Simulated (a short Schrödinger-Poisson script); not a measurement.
System: gated Al0.33Ga0.67As/GaAs δ-doped gas, at 77 K.

```
layer        material  thickness (nm)  Na (cm⁻³)
-----  --------------  --------------  ---------
1      Al0.33Ga0.67As              30          -
2      Al0.33Ga0.67As              10          -
3                GaAs            6000       1e14
```

Constants are typed, rounded textbook-type inputs, not results; the design itself was drawn at random and stands for no fabricated device. Al0.33Ga0.67As: permittivity 11.96, conduction-band edge (eV) 0.261, gap (eV) 1.836, electron mass (mₑ) 0.0944, Nv at 300 K (cm⁻³) 9e18. GaAs: permittivity 12.9, conduction-band edge (eV) 0, gap (eV) 1.424, Nv at 300 K (cm⁻³) 9e18.

Channel valleys (confinement mass, in-plane density-of-states mass, number): Γ 0.067, 0.067, 1. At the gate the conduction-band edge of layer 1 lies 0.81 eV − eVg above the Fermi level of the channel; the field vanishes at the back. Sheet of ionised δ-doping: +1.7e12 e/cm² at 30 nm from the gate. The barrier under the gate holds no holes. Gaps are held at their typed values at every temperature. Mesh 0.08 nm at interfaces.

From a short Schrödinger-Poisson script (our own, NumPy): 1D Poisson equation in equilibrium, electrons quantum, Hartree (BenDaniel-Duke, 40 states a valley, the channel's in-plane mass for all, wave functions free to enter the barrier), parabolic valleys, classical holes, full ionisation, no traps, pinning or gate leakage.

Only gate voltages with over 1e8 electrons/cm² are shown.

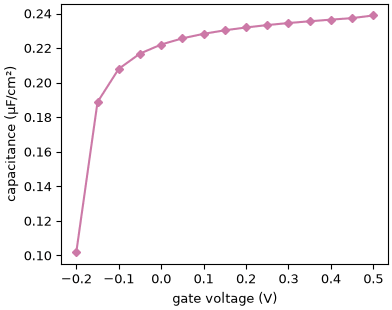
Quasi-static capacitance against gate voltage

```
Vg (V)  electrons (cm⁻²)  in the channel layer  C (μF/cm²)  Γ E0 (meV)  Γ E1 (meV)
------  ----------------  --------------------  ----------  ----------  ----------
0.5              9.79e11               9.52e11       0.239       -30.4         2.0
0.45             9.05e11               8.82e11       0.237       -28.1         2.8
0.4              8.31e11               8.12e11       0.236       -25.8         3.7
0.35             7.57e11               7.42e11       0.236       -23.5         4.6
0.3              6.84e11               6.71e11       0.234       -21.2         5.5
0.25             6.11e11               6.01e11       0.233       -18.8         6.5
0.2              5.38e11               5.30e11       0.232       -16.3         7.5
0.15             4.66e11               4.60e11       0.230       -13.8         8.6
0.1              3.95e11               3.90e11       0.228       -11.2         9.7
0.05             3.24e11               3.21e11       0.226        -8.4        11.0
0                2.54e11               2.52e11       0.222        -5.4        12.5
-0.05            1.86e11               1.84e11       0.217        -2.0        14.3
-0.1             1.19e11               1.19e11       0.208         2.2        16.8
-0.15            5.69e10               5.67e10       0.189         8.4        21.0
-0.2              7.79e9                7.77e9       0.102        22.6        33.4
```

Subbands count from the Fermi level.
